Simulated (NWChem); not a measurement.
# LiF (SMILES [Li][F]): CCSD(T)/cc-pVTZ

Aim: the vertical singlet–triplet gap of LiF at CCSD(T)/cc-pVTZ, from 2 runs. 

Program for the calculation: NWChem 7.3.0.

1 further run of the same task is left out (set aside as unsound or not needed). Runs told in other sessions of the task aren't counted.

## 1. The molecule

The species is LiF (2 atoms), meant as a singlet with charge 0. As SMILES, `[Li][F]`. The coordinates come from a PBE0-D4/def2-TZVP relaxation.

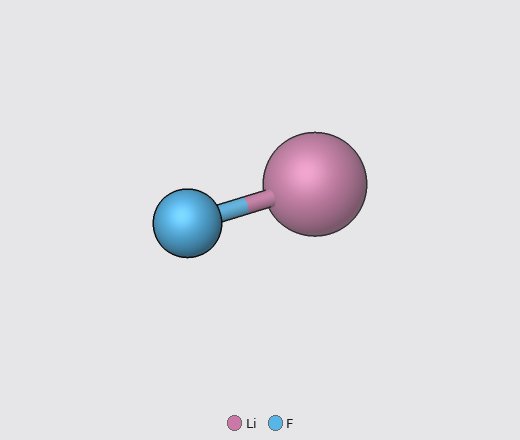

The structure, seen from a chosen angle (lithium pink, fluorine blue).

## 2. A single-point energy at CCSD(T)/cc-pVTZ

Contents of a.nw:

```
start a
title "FLi energy"
memory stack 880 mb heap 220 mb global 1100 mb

geometry units angstrom noautosym nocenter noautoz
Li    -0.664430     0.218370    -0.344950
F      0.664430    -0.218370     0.344950
end

basis spherical bse
Li library cc-pVTZ
F library cc-pVTZ
end

scf
thresh 1e-08
maxiter 80
end

ccsd
freeze core 1
maxiter 60
end

task ccsd(t)
```

Launch:

```bash
$ nwchem a.nw > a.out
```

Output:

```text
[...]
  functions       =    60
[...]
  wavefunction    = RHF
[...]
         Total SCF energy =   -106.980095052146
      One-electron energy =   -169.521907163743
      Two-electron energy =     53.381041449215
 Nuclear repulsion energy =      9.160770662383
        Time for solution =      2.8s
[...]
 Total MP2 energy:           -107.271262656257221
[...]
             energy      energy      error      ampl     ampl      Block
                                                time     time      time
[...]
 Total CCSD energy:           -107.270364359036904
[...]
 Total CCSD+T(CCSD) energy:           -107.278881431314502
[...]
 Total CCSD(T) energy:                -107.278101556880031
[...]
```

Wall time 20 s (1 thread of Intel Xeon 6975P-C (Granite Rapids), shared host); peak memory 0.12 GiB.

## 3. The triplet

Contents of nw.nw:

```
start nw
title "FLi energy"
memory 2200 mb

geometry units bohr noautosym nocenter noautoz
  Li -1.25559073  0.41265949 -0.65186103
  F   1.25559073 -0.41265949  0.65186103
end

basis spherical bse
  Li library cc-pVTZ
  F library cc-pVTZ
end

scf
  triplet
  uhf
  thresh 1e-08
  maxiter 80
  noprint "final vectors analysis"
end

tce
  scf
  ccsd(t)
  freeze core 1
  maxiter 60
end

task tce energy
```

Launch:

```bash
$ nwchem nw.nw > nw.out
```

Output:

```text
[...]
  functions       =    60
[...]
  wavefunction    = UHF
[...]
         Total SCF energy =   -106.807279124787
      One electron energy =   -166.074164452715
      Two electron energy =     50.106115332854
 Nuclear repulsion energy =      9.160769995075
                       Sz =      1.0000
                 Sz(Sz+1) =      2.0000
                      S^2 =      2.0035
[...]
         Wavefunction type : Unrestricted Hartree-Fock
          No. of electrons :    12
[...]
         Spin multiplicity : triplet
[...]
 CCSD total energy / hartree       =      -107.035265403462020
[...]
 CCSD[T] total energy / hartree       =      -107.039379382290818
[...]
 CCSD(T) total energy / hartree       =      -107.039249304966063
[...]
```

Wall time 16 s (1 thread of Intel Xeon 6975P-C (Granite Rapids), shared host); peak memory 0.48 GiB.

## 4. Summary of results

Level: CCSD(T)/cc-pVTZ, 1 core orbital frozen.

| quantity | value |
| --- | --- |
| singlet: total energy | -107.27810 Eh |
| singlet: HOMO energy (Hartree–Fock orbitals) | -12.93 eV |
| singlet: LUMO energy (Hartree–Fock orbitals) | -0.10 eV |
| singlet: HOMO–LUMO gap (Hartree–Fock orbitals) | 12.83 eV |
| singlet: correlation energy (1 core orbital frozen) | -298.0 mEh |
| singlet: (T) correction | -7.74 mEh |
| triplet: total energy | -107.03925 Eh |
| triplet: correlation energy (1 core orbital frozen) | -232.0 mEh |
| triplet: (T) correction | -3.98 mEh |
| triplet: ⟨S²⟩ of the reference determinant | 2.003 |
| vertical energy of the triplet above the singlet | 6.500 eV |

What this shows: At this shape the triplet lies 6.50 eV (627 kJ/mol) above the singlet. The triples (singlet) make up 2.6 % of the correlation energy. The triples (triplet) make up 1.7 % of the correlation energy.
